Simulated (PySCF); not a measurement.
C2H9BNO, charge +1, SMILES `CB(O)C[NH3+]`.

PySCF calculation, PBE0/def2-TZVP, gas phase; geometry: GFN2-xTB. No frequency check shows the geometry to be a minimum.

Cartesian coordinates (Å):

```
C1      -2.0510   -0.5292   -0.0590
B2      -0.6050    0.0725    0.0235
O3      -0.2684    1.3655    0.0490
C4       0.7019   -0.8780    0.1088
N5       1.9270   -0.0411   -0.0880
H6      -2.1847   -1.3758    0.6088
H7      -2.2460   -0.9120   -1.0600
H8      -2.8350    0.1915    0.1576
H9      -0.9650    2.0241    0.0340
H10      0.6962   -1.6969   -0.6067
H11      0.7419   -1.3295    1.0999
H12      2.1623    0.0204   -1.0835
H13      2.7416   -0.3858    0.4286
H14      1.6652    0.9090    0.2290
```

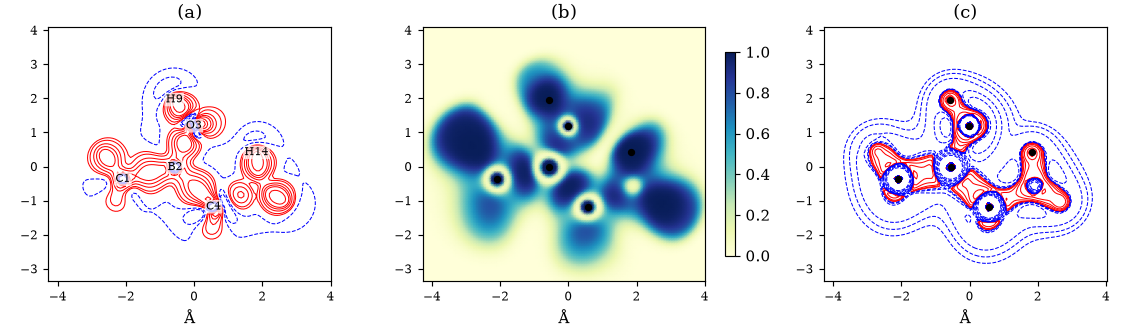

Three fields in the plane of C1, B2, O3, C4, H9 and H14. (a): solid red lines positive, dashed blue lines negative. (c): solid red lines positive, dashed blue lines negative.

The panels show, in some order, the deformation density, electron localisation function (ELF) and negative Laplacian of the density (−∇²ρ). Which is which?

(a) is the deformation density: it has both signs, with gains where valence electrons gather and losses around them. (b) is the electron localisation function (ELF): it runs from 0 to 1 and is close to 1 over wide basins that fill the valence regions. (c) is the negative Laplacian of the density (−∇²ρ): shells alternate in sign around each nucleus and valence concentrations outline the bonding and non-bonding pairs.
